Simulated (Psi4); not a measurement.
Approach curve of the dimer H4Si2 ··· H2 (SMILES [SiH][SiH3] and [H][H]). Monomers: optimised at B3LYP-D3(BJ) (def2-TZVP), held rigid. Orientation: a higher rigid-body minimum at GFN2-xTB. Only R, the distance of the centres of mass, is varied, so the lowest point isn't the relaxed dimer.

Geometry at R = 3.36 Å (first 6 atoms: monomer A):
```
8

Si     0.1923     1.3744     1.2855
H     -0.4794     2.1568     0.1639
Si     0.0955    -0.5711    -0.1116
H      0.8556    -0.3095    -1.3656
H     -1.3190    -0.8526    -0.4821
H      0.6550    -1.7979     0.5098
H      3.0912    -0.0182     0.7337
H      3.8320    -0.0154     0.8015
```

Level of theory: Psi4 with SAPT0/jun-cc-pVDZ, frozen core.

Components in kcal/mol:

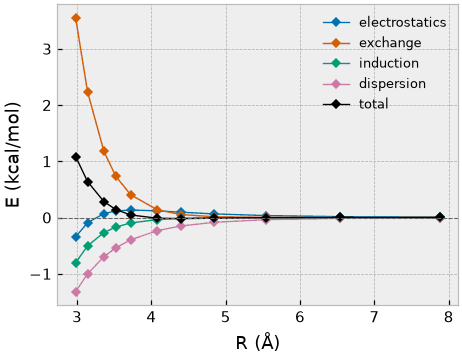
Components of the interaction energy.

| R / Å | electrostatics | exchange | induction | dispersion | total |
|---|---|---|---|---|---|
| 2.98 | -0.34 | 3.55 | -0.80 | -1.32 | 1.08 |
| 3.14 | -0.09 | 2.24 | -0.50 | -1.00 | 0.64 |
| 3.36 | 0.07 | 1.18 | -0.27 | -0.70 | 0.28 |
| 3.52 | 0.12 | 0.73 | -0.17 | -0.54 | 0.14 |
| 3.72 | 0.13 | 0.40 | -0.10 | -0.40 | 0.05 |
| 4.08 | 0.12 | 0.14 | -0.04 | -0.23 | -0.01 |
| 4.40 | 0.09 | 0.05 | -0.02 | -0.15 | -0.02 |
| 4.84 | 0.06 | 0.01 | -0.01 | -0.08 | -0.01 |
| 5.54 | 0.03 | 0.00 | 0.00 | -0.04 | 0.00 |
| 6.54 | 0.02 | 0.00 | 0.00 | -0.01 | 0.00 |
| 7.88 | 0.01 | 0.00 | 0.00 | 0.00 | 0.00 |
